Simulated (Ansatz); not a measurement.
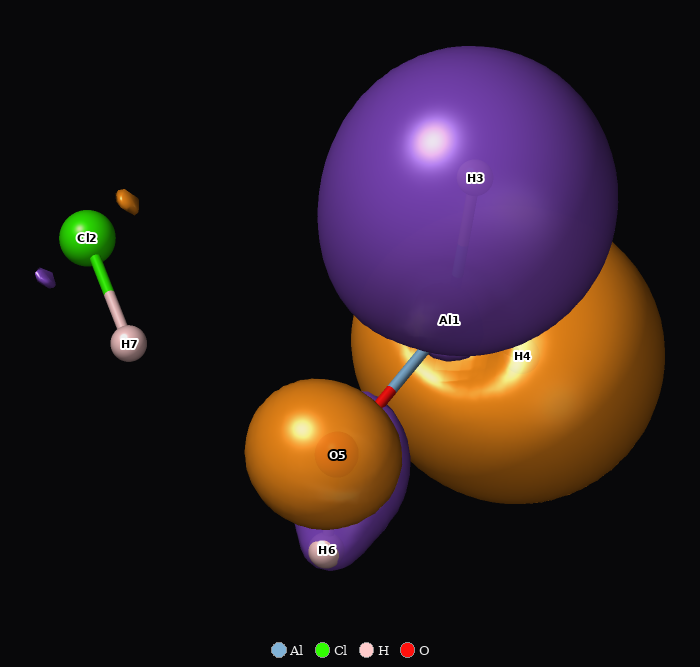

*AlH₃O···HCl. The HOMO at ±0.08 Å⁻³ᐟ² (orange and purple are the two phases), seen across its widest extent.*

Not at a stationary point (largest force 1.2 eV/Å).

All numbers below come from RHF/cc-pVDZ (Ansatz 0.2.0).

```xyz
7

Al    0.0145   -0.4034   -0.5007
Cl    0.0079   -0.1117    2.9178
H     1.3931    0.3369   -0.6385
H    -1.3776    0.1106   -1.0383
O     0.0699   -2.0013    0.2374
H    -0.6614   -2.6008    0.2540
H     0.2432   -1.2688    2.3127
```

Q: Where does this orbital lie, and at what energy?

A: By Hirshfeld shares it lies mainly on Al1 (about 35 %), H4 (about 30 %), H3 (about 25 %) and O5 (about 5 %). Its energy is −11.79 eV.
